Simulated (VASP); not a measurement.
Band structure of K (space group Im-3m). Calculation: PBE GGA, VASP's PBE PAW potentials (set 64) (plane waves; VASP).

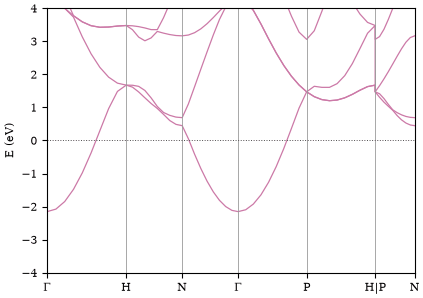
Bands along high-symmetry lines, zero at the valence-band maximum or, without a gap, the Fermi level

### Question
Read the plot: is there a gap, and where are the band edges?

### Answer
It has no gap at this level: it comes out as a metal or semimetal.

The structure is a typed K crystal (Im-3m). The cell was not relaxed at this level.
